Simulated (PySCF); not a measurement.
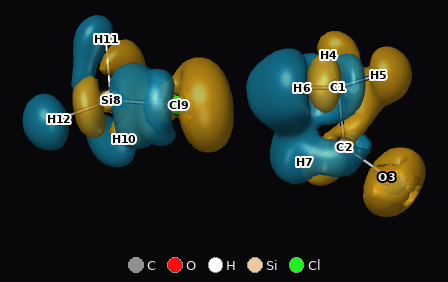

*C₂H₇ClOSi, SMILES `CC=O.[SiH3]Cl`. Density of the complex less the densities of the two fragments at the same geometry, ±0.0006 e/Å³ (yellow: gain, teal: loss). Fragment A: H4C2O (atoms 1–7); fragment B: SiH3Cl.*

PySCF calculation, BP86/6-311G**, gas phase; geometry: GFN2-xTB. GFN2-xTB bond lengths at metals and heavier atoms can be off by up to 0.1 Å and shapes distorted, which carries into these values.

Coordinates in Å:

```
C1       2.3153    0.9466   -0.5098
C2       2.6577   -0.4382   -0.0687
O3       3.7407   -0.8157    0.2782
H4       1.9385    0.9123   -1.5305
H5       3.1828    1.5985   -0.4553
H6       1.5140    1.3296    0.1194
H7       1.7912   -1.1300   -0.0854
Si8     -2.7718   -0.4327   -0.2805
Cl9     -1.1778    0.5142    0.4989
H10     -2.3803   -1.8124   -0.5421
H11     -3.1326    0.2574   -1.5132
H12     -3.8492   -0.3640    0.6988
```

Q: How is the density rearranged on binding?

A: Hirshfeld charges show almost no net transfer (under 0.005 e). 0.03 e is displaced in all, which induces a dipole of 0.26 D.

Q: What is the interaction energy, and which contacts carry it?

A: The counterpoise-corrected interaction energy of the frozen fragments is +0.8 kcal/mol without dispersion correction and −0.9 kcal/mol with D3(BJ). The pair geometry is semi-empirical, not a minimum at this level. Contacts: H6···Cl9, weak C–H hydrogen bond, 2.84 Å, ρ = 0.007 a.u. The pose is a local one from a semi-empirical search, not shown to be the most stable.

Run time: 76 s on 1 thread of Intel(R) Xeon(R) Platinum 8259CL CPU @ 2.50GHz (Skylake/Cascade Lake) (shared host), peak memory 0.55 GiB.
